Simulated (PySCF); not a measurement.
**Si⁺: interval between two levels with spin-orbit coupling**

Wanted: the interval between two levels of silicon, up a ladder of methods.

Program: PySCF 2.14.0. Level of theory: two-component X2C-1e, generalised determinants. These are calculated values, not measurements, unless marked.

## 1. The atom as given

```
Element                                   : silicon (Z = 14)
Basis                                     : x2c-SVPall-2c with one added diffuse shell each of s, p type (5s5p1d, 25 functions)
Hamiltonian                               : two-component X2C-1e, Gaussian nucleus, no Breit or QED terms; spin-orbit coupling, run by run: off; screened by Boettger's factors
Core shells frozen in the correlated runs : [Ne] (for Si⁺)
State 1                                   : Si⁺ 3s2 3p1 2P3/2: [Ne] 3s2 3p1; 3p3/2 filled at m_j = +3/2
State 2                                   : Si⁺ 3s1 3p2 4P5/2: [Ne] 3s1 3p2; 3s1/2 filled at m_j = +1/2; 3p3/2 filled at m_j = +1/2, +3/2
Methods                                   : GHF, GMP2
```

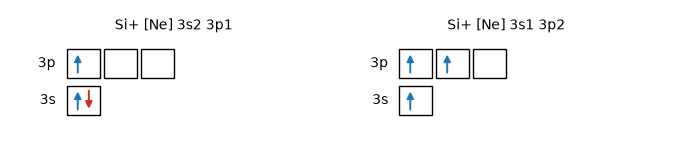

Outer shells as boxes.

A driver program built on PySCF's X2C-1e integrals ran all steps in one process from the settings above; there is no separate input file.

It was started by

```
$ OMP_NUM_THREADS=1 python sorun2.py TASK.json OUT
```

The integrals over 25 functions and the set-up took 0.09 s of CPU time.

## 2. Si⁺ 3s2 3p1 2P3/2

Level: GHF (spin-free).

The log of the run:

```text
cycle= 1 E= -289.0582170464  delta_E= -289  |FDS-SDF|= 0.0134
cycle= 2 E= -289.0640645866  delta_E= -0.00585  |FDS-SDF|= 0.00528
cycle= 3 E= -289.0649753114  delta_E= -0.000911  |FDS-SDF|= 0.00088
cycle= 4 E= -289.0649959450  delta_E= -2.06e-05  |FDS-SDF|= 0.000193
cycle= 5 E= -289.0649977765  delta_E= -1.83e-06  |FDS-SDF|= 2.37e-05
cycle= 6 E= -289.0649978073  delta_E= -3.08e-08  |FDS-SDF|= 4.67e-06
cycle= 7 E= -289.0649978081  delta_E= -7.62e-10  |FDS-SDF|= 4.79e-07
```

Time after the integrals: 0.05 s (1 thread of Neoverse-V2, shared host).

Occupied spinors (without spin-orbit coupling the j labels only name the start):

| spinor shell | electrons | mean energy (eV) | weight of the nominal j | rms radius (bohr) |
| --- | --- | --- | --- | --- |
| 1s1/2 | 2 | -1885.7 | 1.000 | 0.129 |
| 2s1/2 | 2 | -177.78 | 1.000 | 0.613 |
| 2p3/2 | 4 | -125.45 | 0.833 | 0.599 |
| 2p1/2 | 2 | -125.19 | 0.667 | 0.599 |
| 3s1/2 | 2 | -22.827 | 0.999 | 2.25 |
| 3p3/2 | 1 | -15.961 | 1.000 | 2.71 |

M_J = 3/2, ⟨J²⟩ = 3.761, ⟨L²⟩ = 2.008, ⟨S²⟩ = 0.753.

Level: GMP2 (spin-free).

No log was kept for this step.

It took 0.01 s on 1 thread of Neoverse-V2, shared host, the integrals not counted.

With 3 electrons correlated, the MP2 correlation energy is -0.03829 hartree. Largest pairs: 3s1/2-3s1/2 -0.0212, 3p3/2-3s1/2 -0.0171.

Level: GHF (screened spin-orbit).

The log of the run:

```text
cycle= 1 E= -289.0578907621  delta_E= -289  |FDS-SDF|= 0.0134
cycle= 2 E= -289.0637181840  delta_E= -0.00583  |FDS-SDF|= 0.00526
cycle= 3 E= -289.0646242610  delta_E= -0.000906  |FDS-SDF|= 0.000883
cycle= 4 E= -289.0646452055  delta_E= -2.09e-05  |FDS-SDF|= 0.000192
cycle= 5 E= -289.0646470194  delta_E= -1.81e-06  |FDS-SDF|= 2.38e-05
cycle= 6 E= -289.0646470504  delta_E= -3.1e-08  |FDS-SDF|= 4.64e-06
cycle= 7 E= -289.0646470512  delta_E= -7.55e-10  |FDS-SDF|= 4.8e-07
```

Time after the integrals: 0.05 s (1 thread of Neoverse-V2, shared host).

Occupied spinors:

| spinor shell | electrons | mean energy (eV) | weight of the nominal j | rms radius (bohr) |
| --- | --- | --- | --- | --- |
| 1s1/2 | 2 | -1885.7 | 1.000 | 0.129 |
| 2s1/2 | 2 | -177.79 | 1.000 | 0.613 |
| 2p1/2 | 2 | -125.74 | 0.974 | 0.598 |
| 2p3/2 | 4 | -125.19 | 0.987 | 0.600 |
| 3s1/2 | 2 | -22.830 | 0.999 | 2.25 |
| 3p3/2 | 1 | -15.948 | 1.000 | 2.71 |

M_J = 3/2, ⟨J²⟩ = 3.761, ⟨L²⟩ = 2.008, ⟨S²⟩ = 0.753.

Level: GMP2 (screened spin-orbit).

This step left no log, only its results.

It took 0.01 s on 1 thread of Neoverse-V2, shared host, the integrals not counted.

With 3 electrons correlated, the MP2 correlation energy is -0.03829 hartree. Largest pairs: 3s1/2-3s1/2 -0.0212, 3p3/2-3s1/2 -0.0171.

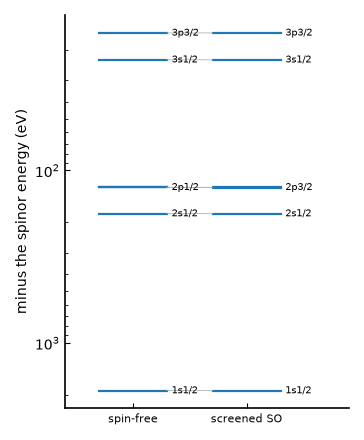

The highest 6 spinor levels of Si⁺ 3s2 3p1 2P3/2 on a logarithmic scale, without and with spin-orbit coupling.

## 3. Si⁺ 3s1 3p2 4P5/2

Level: GHF (spin-free).

The log of the run:

```text
cycle= 1 E= -288.8666596285  delta_E= -289  |FDS-SDF|= 0.0398
cycle= 2 E= -288.9196519604  delta_E= -0.053  |FDS-SDF|= 0.0116
cycle= 3 E= -288.9231393990  delta_E= -0.00349  |FDS-SDF|= 0.00155
cycle= 4 E= -288.9232106812  delta_E= -7.13e-05  |FDS-SDF|= 0.000254
cycle= 5 E= -288.9232115707  delta_E= -8.9e-07  |FDS-SDF|= 4.09e-05
cycle= 6 E= -288.9232116109  delta_E= -4.02e-08  |FDS-SDF|= 5.15e-06
cycle= 7 E= -288.9232116120  delta_E= -1.04e-09  |FDS-SDF|= 8.4e-07
cycle= 8 E= -288.9232116120  delta_E= -2.55e-11  |FDS-SDF|= 1.78e-07
```

It took 0.06 s on 1 thread of Neoverse-V2, shared host, the integrals not counted.

Occupied spinors (without spin-orbit coupling the j labels only name the start):

| spinor shell | electrons | mean energy (eV) | weight of the nominal j | rms radius (bohr) |
| --- | --- | --- | --- | --- |
| 1s1/2 | 2 | -1886.6 | 1.000 | 0.129 |
| 2s1/2 | 2 | -178.54 | 1.000 | 0.614 |
| 2p3/2 | 4 | -126.50 | 0.833 | 0.597 |
| 2p1/2 | 2 | -126.24 | 0.667 | 0.599 |
| 3s1/2 | 1 | -27.100 | 0.999 | 2.21 |
| 3p3/2 | 2 | -17.524 | 0.833 | 2.61 |

M_J = 5/2, ⟨J²⟩ = 8.754, ⟨L²⟩ = 2.004, ⟨S²⟩ = 3.750.

Level: GMP2 (spin-free).

No log was kept for this step.

Time after the integrals: 0.01 s (1 thread of Neoverse-V2, shared host).

With 3 electrons correlated, the MP2 correlation energy is -0.00881 hartree. Largest pairs: 3p3/2-3p3/2 -0.0050, 3p3/2-3s1/2 -0.0038.

Level: GHF (screened spin-orbit).

The log of the run:

```text
cycle= 1 E= -288.8664672219  delta_E= -289  |FDS-SDF|= 0.0397
cycle= 2 E= -288.9192718114  delta_E= -0.0528  |FDS-SDF|= 0.0116
cycle= 3 E= -288.9227478340  delta_E= -0.00348  |FDS-SDF|= 0.00155
cycle= 4 E= -288.9228195710  delta_E= -7.17e-05  |FDS-SDF|= 0.000272
cycle= 5 E= -288.9228207829  delta_E= -1.21e-06  |FDS-SDF|= 7.54e-05
cycle= 6 E= -288.9228209933  delta_E= -2.1e-07  |FDS-SDF|= 3.88e-05
cycle= 7 E= -288.9228210815  delta_E= -8.83e-08  |FDS-SDF|= 1.4e-05
cycle= 8 E= -288.9228210936  delta_E= -1.21e-08  |FDS-SDF|= 1.66e-06
cycle= 9 E= -288.9228210937  delta_E= -1.16e-10  |FDS-SDF|= 1.32e-07
```

Time after the integrals: 0.06 s (1 thread of Neoverse-V2, shared host).

Occupied spinors:

| spinor shell | electrons | mean energy (eV) | weight of the nominal j | rms radius (bohr) |
| --- | --- | --- | --- | --- |
| 1s1/2 | 2 | -1886.6 | 1.000 | 0.129 |
| 2s1/2 | 2 | -178.55 | 1.000 | 0.614 |
| 2p1/2 | 2 | -127.05 | 0.759 | 0.597 |
| 2p3/2 | 4 | -126.11 | 0.880 | 0.598 |
| 3s1/2 | 1 | -27.103 | 0.999 | 2.21 |
| 3p3/2 | 2 | -17.519 | 0.831 | 2.61 |

M_J = 5/2, ⟨J²⟩ = 8.754, ⟨L²⟩ = 2.004, ⟨S²⟩ = 3.750. Rows whose weight is well below 1 mix j = l ± 1/2: exchange competes with spin-orbit coupling there.

Level: GMP2 (screened spin-orbit).

No log was kept for this step.

It took 0.01 s on 1 thread of Neoverse-V2, shared host, the integrals not counted.

With 3 electrons correlated, the MP2 correlation energy is -0.00881 hartree. Largest pairs: 3p3/2-3p3/2 -0.0050, 3p3/2-3s1/2 -0.0038.

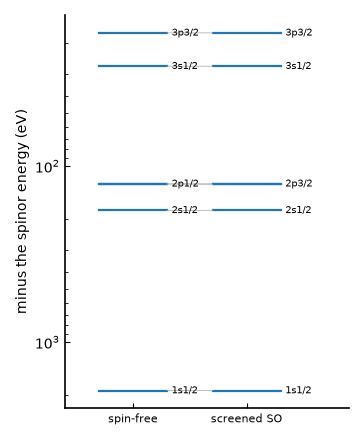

The highest 6 spinor levels of Si⁺ 3s1 3p2 4P5/2 on a logarithmic scale, without and with spin-orbit coupling.

## 4. The energy differences

Interval between two levels: Si⁺ [Ne] 3s2 3p1 [3p3/2^1, M_J = 3/2] → Si⁺ [Ne] 3s1 3p2 [3s1/2^1 3p3/2^2, M_J = 5/2].

| method | value (eV) | error (eV) | CPU time, both states (s) |
| --- | --- | --- | --- |
| GHF (spin-free) | 3.858 | -1.451 | 0.11 |
| GMP2 (spin-free) | 4.660 | -0.649 | 0.12 |
| GHF (screened spin-orbit) | 3.859 | -1.450 | 0.11 |
| GMP2 (screened spin-orbit) | 4.661 | -0.648 | 0.11 |

Reference: 5.309 eV (measured; NIST Handbook of Basic Atomic Spectroscopic Data (Sansonetti and Martin, J. Phys. Chem. Ref. Data 34, 1559 (2005))).

Times are CPU seconds on a shared host without the integrals; correlated rows include their Hartree-Fock run.

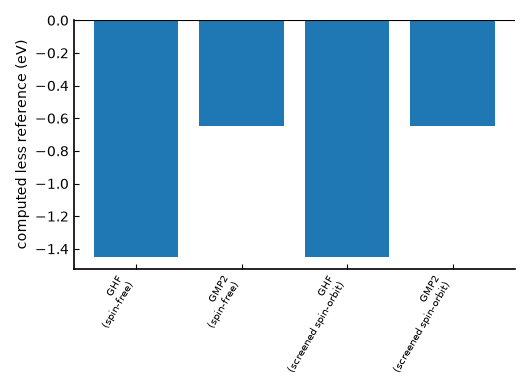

Computed less reference values by method.

## 5. What came out

| quantity | value |
| --- | --- |
| interval between two levels, Si⁺ → 3s1 3p2 4P5/2 | GHF (spin-free) 3.858, GMP2 (screened spin-orbit) 4.661 eV; reference 5.309 |

Accuracy against cost (mean over 1 difference):

| method | mean absolute miss against the measured value (with the measured fine structure taken into account where it is known) (eV) | CPU time, both states (s) |
| --- | --- | --- |
| GHF (spin-free) | 1.451 | 0.11 |
| GMP2 (spin-free) | 0.649 | 0.12 |
| GHF (screened spin-orbit) | 1.450 | 0.11 |
| GMP2 (screened spin-orbit) | 0.648 | 0.11 |

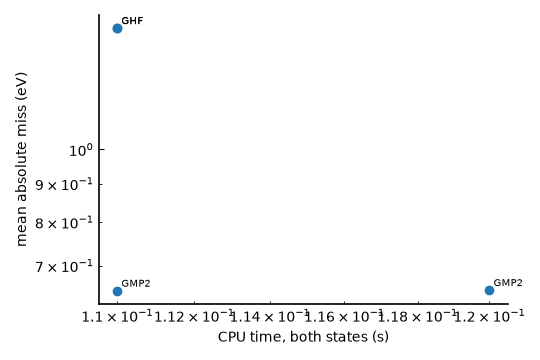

Miss against the measured value (with the measured fine structure taken into account where it is known) and CPU time.

Against experiment GMP2 (screened spin-orbit) comes closest (off by 0.65 eV), level with GMP2 (spin-free) and GHF (spin-free) is farthest (1.45 eV). Spin-orbit coupling moves the difference by +0.001 eV at GMP2. The basis is finite, and no extrapolation was made.
